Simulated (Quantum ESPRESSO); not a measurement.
Two runs for the O K edge of atom 3 in TiO2 (Rutile, P4_2/mnm). Run A: Quantum ESPRESSO XSpectra, PBE, full core hole (charged cell), 12-atom cell with 5.5 Å between holes, 5×5×5 k points, dipole transitions, Lorentzian half width 0.4 eV. Run B differs in one choice.

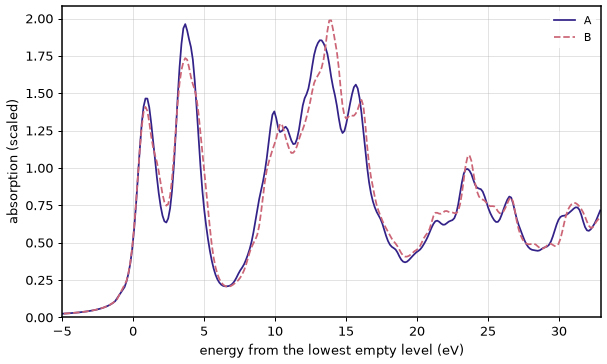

Energy from the lowest empty level; intensity scaled to a mean of 1 over the first 20 eV.

What was changed?
a) the size of the supercell
b) the volume of the cell
c) the radius of the reconstruction
d) the plane-wave cutoff

(a): run B changes the supercell atoms from 12 to 6, and the k mesh follows the cell. The scaled spectrum changes by 12 % r.m.s. Another feature, at 14.0 eV (1.99), becomes the highest below 16 eV; the one at 3.7 eV (1.96) is now at 3.7 eV (1.74). Other settings could leave a like mark; this is the one that was changed.

[Hosts, paths, dates, database ids (printed as entryN), source tags and the programs' standing remarks are cut or masked in the printed files.]

[Lists of maxima count a maximum above −3 eV only where it reaches 4 % of the highest in the window and stands out from its surroundings by 2 % of it (1.5 % where it reaches 55 %); shoulders and weaker maxima are passed over, and of the rest the first, up to two pre-edge ones and the few strongest are named.]
